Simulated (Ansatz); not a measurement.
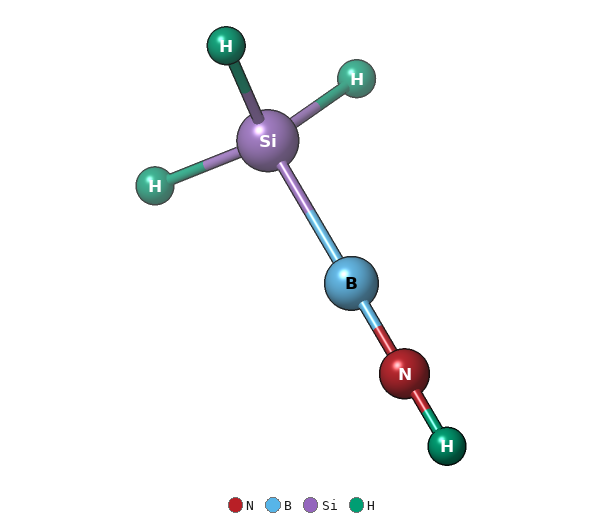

Depth is shown by fading: the farther an atom, the more it takes the colour of the background. The computed structure is the end point of a PBE-D4/def2-SVP optimisation. No frequency run is at hand to confirm it as a minimum.

> Which symmetry elements does this geometry have?

It has 1 C3 axis and 3 mirror planes, so the point group is C3v. The group has 6 operations. The geometry is achiral, and symmetry allows a dipole moment.
